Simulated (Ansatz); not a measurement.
The compound is SrVO3 (cubic perovskite) (Pm-3m).

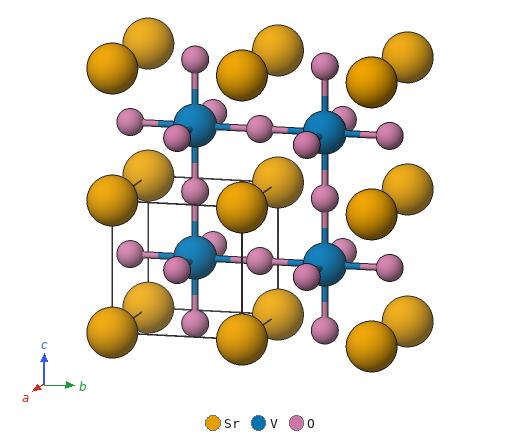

The structure (strontium orange, vanadium blue, oxygen pink). 1×2×2 cells are drawn. Some periodic images of atoms are drawn too.

The structure is cubic, space group Pm-3m (No. 221). Conventional cell: a = 3.773 Å, b = 3.773 Å, c = 3.773 Å, α = 90.00°, β = 90.00°, γ = 90.00°. Sr has 12 O at 2.67 Å nearest. Nearest to V lie 6 O at 1.89 Å. Nearest to O lie 2 V at 1.89 Å and 4 Sr at 2.67 Å. Farther neighbours and most contacts between anions are not listed.

```cif
data_structure
_symmetry_space_group_name_H-M 'P 1'
_symmetry_Int_Tables_number 1
_cell_length_a 3.7729
_cell_length_b 3.7729
_cell_length_c 3.7729
_cell_angle_alpha 90.000
_cell_angle_beta 90.000
_cell_angle_gamma 90.000
_cell_volume 53.71
loop_
_atom_site_label
_atom_site_type_symbol
_atom_site_fract_x
_atom_site_fract_y
_atom_site_fract_z
_atom_site_occupancy
Sr1 Sr 0.00000 0.00000 0.00000 1
V2 V 0.50000 0.50000 0.50000 1
O3 O 0.50000 0.50000 0.00000 1
O4 O 0.50000 0.00000 0.50000 1
O5 O 0.00000 0.50000 0.50000 1
```

The structure was relaxed with LDA. The structure type comes from a generator and need not be one that this composition takes. The structure was generated from a model, not taken from a measurement. The runs that relaxed it are not among those shown. The program's search for lower electronic states was switched off, so nothing shows that the state found is the lowest. PAW set soft_2, made with PBE.

A constrained-RPA run (Ansatz 0.2.0; non-magnetic LDA; V t2g + anion p, bands v10 to c2, 6×6×6 mesh, medium accuracy) builds 12 functions on bands 9.2 eV wide, with 19.0 electrons in the window. The bare on-site interaction is 19.6 eV and the bare J 0.75 eV.

Question: Estimate U, U′ and J.

On the V t2g shell, U = 6.20 eV (32 % of the bare value), U′ = 5.01 eV, J = 0.60 eV.

The parent state is non-magnetic and the interaction static (zero frequency); U depends on the window and the orbitals, so it belongs to this model alone. A window that holds the anion p bands defines a model with explicit ligands; its U belongs to that model and is not the U of DFT+U.

[Paths, hosts, dates, memory and timing lines, banners, echoed tables and standing remarks are left out of the program output.]

[Logs are printed without paths, hosts, clocks, repeated set-up lines and the standing remarks that a program may print on its own settings, such as how far it seeks lower states.]

[Runs of the session that timed out or met a known fault of the program may be left out.]

[Hosts, paths, dates, database ids (printed as entryN), source tags and the programs' standing remarks are cut or masked in the printed files.]
